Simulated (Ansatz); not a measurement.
# C3H7F (2-fluoropropane) at 6 levels

Wanted: a comparison of 6 runs (HF/cc-pVDZ, B2PLYP/cc-pVDZ, B3LYP/cc-pVDZ, PBE0/cc-pVDZ, CCSD/cc-pVDZ, CCSD(T)/cc-pVDZ) of C3H7F (2-fluoropropane). 

The calculation is run with Ansatz 0.2.0.

55 further runs of the same task are left out: 55 set aside as unsound or not needed.

## Step 1: Starting point

C3H7F: 11 atoms, total charge 0, spin state singlet. SMILES: `CC(C)F`. One bond was lengthened or shortened from a relaxed shape.

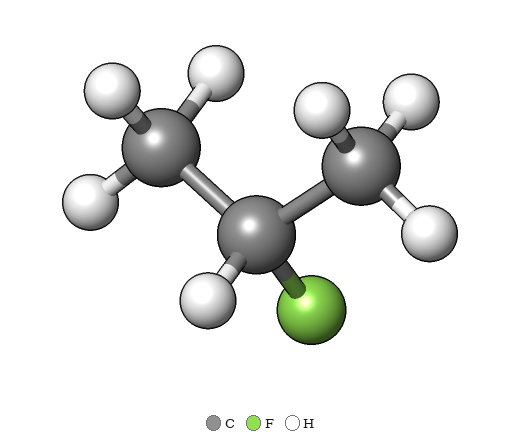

Viewed from a chosen angle; carbon grey, fluorine green, hydrogen white.

## Step 2: The energy at HF/cc-pVDZ (run 1)

molecule.yaml

```yaml
crystal:
  periodic: [false, false, false]
  atoms:
    - {symbol: C, position_ang: [-0.375854, 1.045280, -0.620036]}
    - {symbol: C, position_ang: [-0.620954, -0.306420, 0.001664]}
    - {symbol: C, position_ang: [0.485046, -0.766020, 0.917664]}
    - {symbol: F, position_ang: [-0.755454, -1.242220, -1.025436]}
    - {symbol: H, position_ang: [-1.183254, 1.303580, -1.307036]}
    - {symbol: H, position_ang: [-0.321954, 1.814280, 0.153964]}
    - {symbol: H, position_ang: [0.707700, 1.043900, -1.256000]}
    - {symbol: H, position_ang: [-1.577954, -0.307020, 0.536664]}
    - {symbol: H, position_ang: [1.437146, -0.788520, 0.382364]}
    - {symbol: H, position_ang: [0.275946, -1.766520, 1.299564]}
    - {symbol: H, position_ang: [0.581446, -0.085420, 1.766764]}
basis:
  gaussian:
    orbitals: cc-pVDZ
hamiltonian:
  xc: hf
output: {orbitals: {seedname: orbitals}}
accuracy: high
```

On the command line:

```bash
$ ansatz run molecule.yaml --threads 1 --pin off --max-ram 3480MiB --events-out events.jsonl --progress --plain --runs-dir runs
```

Output:

```text
Warning: RAYON_NUM_THREADS=1 ignored (pool sized by the plan → 1); use --threads N
Functional definition: HF
  name "HF"
  exchange = exact_x
  correlation = 0
2225 factors; integrals over basis functions are off by at most 3.5e-9 eV
mean field evaluation 1: about -5905.6218 eV, gradient 3.0e1 eV
mean field evaluation 2: about -5905.7800 eV, gradient 3.0e1 eV
mean field evaluation 4: about -5908.1174 eV, gradient 3.4e0 eV
mean field evaluation 8: about -5908.1509 eV, gradient 1.6e-1 eV
mean field evaluation 16: about -5908.1510 eV, gradient 2.3e-8 eV
mean field -5908.15101272 eV, -217.1205450289 hartree, gradient 2.3e-8 eV, S^2 0.000000; 0 other end points of the search recorded, 0 dependent functions left out
reference -5908.15101272 eV, -217.1205450289 hartree; 17, 17 occupied and 74, 74 virtual orbitals, 2225 factors
Total energy: -5908.15101272 eV, -217.1205450289 hartree
```

It took 3.3 s on 1 thread of Arm Neoverse V1, shared host; peak memory 0.28 GiB.

## Step 3: A single-point energy at B2PLYP/cc-pVDZ (run 2)

Edit molecule.yaml of step 2 so:

```diff
@@ -18,4 +18,7 @@
 hamiltonian:
-  xc: hf
-output: {orbitals: {seedname: orbitals}}
+  xc: {name: B2PLYP}
+correlation:
+  frozen_orbitals: {C: 1, F: 1, H: 0}
 accuracy: high
+output:
+  orbitals: {seedname: orbitals}
```

On the command line:

```bash
$ ansatz run molecule.yaml --threads 1 --pin off --max-ram 3480MiB --events-out events.jsonl --progress --plain --runs-dir runs
```

Output:

```text
Warning: RAYON_NUM_THREADS=1 ignored (pool sized by the plan → 1); use --threads N
Functional definition: B2PLYP
  name "B2PLYP"
  parameter a = 0.53
  parameter c = 0.27
  exchange = (1 - a)*b88_x + a*exact_x
  correlation = (1 - c)*lyp_c + c*(mp2_os + mp2_ss)
2225 factors; integrals over basis functions are off by at most 3.5e-9 eV
mean field evaluation 1: about -5926.9233 eV, gradient 3.8e1 eV
mean field evaluation 2: about -5927.4299 eV, gradient 3.8e1 eV
mean field evaluation 4: about -5930.7497 eV, gradient 1.6e0 eV
mean field evaluation 8: about -5930.7628 eV, gradient 2.5e-1 eV
mean field evaluation 16: about -5930.7629 eV, gradient 2.8e-5 eV
mean field -5930.76294295 eV, -217.9515181378 hartree, gradient 2.0e-8 eV, S^2 0.000000; 0 other end points of the search recorded, 0 dependent functions left out
4 core orbitals not correlated: weight in the atoms' cores, before any rotation towards them, 1.000 or more for the frozen orbitals, at most 0.000 for the correlated occupied ones
reference -5930.76296842 eV, -217.9515190739 hartree; 13, 13 occupied and 74, 74 virtual orbitals, 2225 factors
second order -20.39515966 eV of doubles, -0.00000000 eV of singles
Total energy: -5936.26966153 eV, -218.1538863130 hartree
```

Run time: 13 s. Hardware: 1 thread of Arm Neoverse V1, shared host; peak memory 0.32 GiB.

Runs 3 to 5 aren't shown in full; the table further down has their settings and results.

## Step 4: A single-point energy at CCSD(T)/cc-pVDZ (run 6)

in.yaml

```yaml
basis:
  gaussian: {orbitals: cc-pVDZ}
crystal:
  periodic: [false, false, false]
  atoms:
    - {symbol: C, position_ang: [-0.375854, 1.045280, -0.620036]}
    - {symbol: C, position_ang: [-0.620954, -0.306420, 0.001664]}
    - {symbol: C, position_ang: [0.485046, -0.766020, 0.917664]}
    - {symbol: F, position_ang: [-0.755454, -1.242220, -1.025436]}
    - {symbol: H, position_ang: [-1.183254, 1.303580, -1.307036]}
    - {symbol: H, position_ang: [-0.321954, 1.814280, 0.153964]}
    - {symbol: H, position_ang: [0.707700, 1.043900, -1.256000]}
    - {symbol: H, position_ang: [-1.577954, -0.307020, 0.536664]}
    - {symbol: H, position_ang: [1.437146, -0.788520, 0.382364]}
    - {symbol: H, position_ang: [0.275946, -1.766520, 1.299564]}
    - {symbol: H, position_ang: [0.581446, -0.085420, 1.766764]}
correlation: {method: ccsd_t, frozen_orbitals: {C: 1, F: 1, H: 0}}
accuracy: high
scf: {omitted_lower_state_checks: [cluster_reference, increment]}
```

On the command line:

```bash
$ ansatz run in.yaml --threads 1 --pin off --max-ram 3480MiB --events-out events.jsonl --progress --plain --runs-dir runs
```

Output:

```text
Warning: RAYON_NUM_THREADS=1 ignored (pool sized by the plan → 1); use --threads N
Functional definition: HF
  name "HF"
  exchange = exact_x
  correlation = 0
these checks for a lower state are left out or cut short: cluster_reference, increment
2225 factors; integrals over basis functions are off by at most 3.5e-9 eV
mean field evaluation 1: about -5905.6218 eV, gradient 3.0e1 eV
mean field evaluation 2: about -5905.7800 eV, gradient 3.0e1 eV
mean field evaluation 4: about -5908.1174 eV, gradient 3.4e0 eV
mean field evaluation 8: about -5908.1509 eV, gradient 1.6e-1 eV
mean field evaluation 16: about -5908.1510 eV, gradient 2.3e-8 eV
mean field -5908.15101272 eV, -217.1205450289 hartree, gradient 2.3e-8 eV, S^2 0.000000; 0 other end points of the search recorded, 0 dependent functions left out
4 core orbitals not correlated: weight in the atoms' cores, before any rotation towards them, 1.000 or more for the frozen orbitals, at most 0.000 for the correlated occupied ones
reference -5908.15101272 eV, -217.1205450289 hartree; 13, 13 occupied and 74, 74 virtual orbitals, 2225 factors
second order -16.89253820 eV of doubles, -0.00000000 eV of singles
cycle   1  -17.68884489 eV  change   -8.0e-1 eV  update   8.3e-2
cycle   2  -18.11056643 eV  change   -4.2e-1 eV  update   2.4e-2
cycle   3  -18.20397944 eV  change   -9.3e-2 eV  update   1.1e-2
cycle   4  -18.20456613 eV  change   -5.9e-4 eV  update   2.3e-3
cycle   5  -18.20485593 eV  change   -2.9e-4 eV  update   8.2e-4
cycle   6  -18.20509071 eV  change   -2.3e-4 eV  update   2.1e-4
cycle   7  -18.20505605 eV  change    3.5e-5 eV  update   6.7e-5
cycle   8  -18.20504496 eV  change    1.1e-5 eV  update   1.9e-5
cycle   9  -18.20504629 eV  change   -1.3e-6 eV  update   6.1e-6
cycle  10  -18.20504579 eV  change    5.1e-7 eV  update   2.1e-6
cycle  11  -18.20504451 eV  change    1.3e-6 eV  update   7.4e-7
cycle  12  -18.20504490 eV  change   -3.9e-7 eV  update   2.8e-7
cycle  13  -18.20504498 eV  change   -8.7e-8 eV  update   9.6e-8
cycle  14  -18.20504505 eV  change   -6.6e-8 eV  update   4.6e-8
cycle  15  -18.20504510 eV  change   -4.9e-8 eV  update   2.8e-8
cycle  16  -18.20504523 eV  change   -1.3e-7 eV  update   1.2e-7
cycle  17  -18.20504522 eV  change   9.5e-10 eV  update   2.5e-8
cycle  18  -18.20504523 eV  change   -5.7e-9 eV  update   6.1e-9
cycle  19  -18.20504523 eV  change    2.4e-9 eV  update   2.0e-9
perturbative correction -0.45024278 eV, -0.0165461169 hartree
Total energy: -5926.80630073 eV, -217.8061142181 hartree
Checks for a lower state left out: cluster_reference, increment
```

Run time: 32 s. Hardware: 1 thread of Arm Neoverse V1, shared host; peak memory 0.65 GiB.

## Step 5: All runs side by side

```csv
run,level,frozen core orbitals,energy (Eh),HOMO energy (eV),LUMO energy (eV),HOMO–LUMO gap (eV),wall time
1,HF/cc-pVDZ,–,-217.120545,-12.84,4.84,17.68,3.3 s
2,B2PLYP/cc-pVDZ,4,-218.153886,-10.47,2.87,13.34,13 s
3,B3LYP/cc-pVDZ,–,-218.375474,-8.67,1.52,10.19,8.4 s
4,PBE0/cc-pVDZ,–,-218.132313,-8.92,1.88,10.80,8.1 s
5,CCSD/cc-pVDZ,4,-217.789568,–,–,–,22 s
6,CCSD(T)/cc-pVDZ,4,-217.806114,–,–,–,32 s
```

## Step 6: What came out

| quantity | value |
| --- | --- |
| run 6: total energy | -217.80611 Eh |
| run 6: correlation energy (4 core orbitals frozen) | -685.6 mEh |
| run 6: (T) correction | -16.55 mEh |
| run 6: T1 diagnostic | 0.009 |

**Reading.** Below the HF energy at the same shape and in the same basis (cc-pVDZ): CCSD -669.0 mEh; CCSD(T) -685.6 mEh. Over runs 1, 2, 3, 4 the HOMO–LUMO gap runs from 10.19 eV (B3LYP/cc-pVDZ) to 17.68 eV (HF/cc-pVDZ). Exact exchange widens orbital gaps. Totals of different functionals can't be ranked against each other. All runs together took 87 s, the longest 32 s.
